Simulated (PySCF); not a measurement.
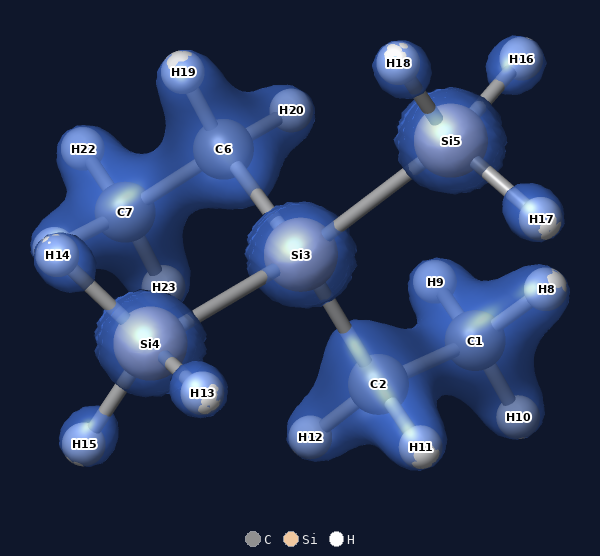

Figure. C4H16Si3. Isosurface of the total electron density at 1 e/Å³ (blue), seen from one side.

Geometry: GFN2-xTB.

Theory: PBE0/pcSseg-1, SCF density, gas phase, non-relativistic in PySCF 2.14.0.

The calculation's input:

```
{"job": {"kind": "nmr", "xc": "PBE0", "basis": "pcSseg-1"}, "charge": 0, "multiplicity": 1}
C     -1.186098    -0.985380    -2.006764
C     -1.216013     0.239571    -1.100996
Si    -0.205167     0.027817     0.527105
Si    -0.307295     2.061289     1.672593
Si    -0.979164    -1.868958     1.648420
C      1.626137    -0.306963     0.027122
C      2.263295     0.833542    -0.757366
H     -1.570271    -1.859222    -1.483327
H     -0.169365    -1.200075    -2.328740
H     -1.794592    -0.827655    -2.896469
H     -2.253898     0.462592    -0.842851
H     -0.850208     1.102980    -1.661110
H     -1.555160     2.178709     2.432407
H      0.781158     2.203554     2.644639
H     -0.241872     3.257067     0.824618
H     -0.553269    -3.151929     1.076755
H     -2.444212    -1.917619     1.688997
H     -0.529551    -1.884992     3.043905
H      2.212408    -0.483377     0.931697
H      1.694460    -1.224434    -0.561231
H      2.242780     1.755868    -0.179263
H      3.301430     0.609691    -1.000279
H      1.729716     1.004910    -1.689782
```

Command:

```sh
OMP_NUM_THREADS=1 python probes_run.py task.json out
```

**What does this surface tell about the bonding?**

At this value the surface falls into eleven separate pieces. It bridges the sampled C–C (1.52 Å) and C–H (1.09 Å) contacts, where the density stays above the isovalue. It is pinched off along the sampled C–Si (1.93 Å) and Si–Si (2.34 Å) contacts. On the grid the lowest density along these lines, outside the cores, is 1.6 e/Å³ (C–C, 1.52 Å), 0.74 e/Å³ (C–Si, 1.93 Å), 0.63 e/Å³ (Si–Si, 2.34 Å) and 1.9 e/Å³ (C–H, 1.09 Å).
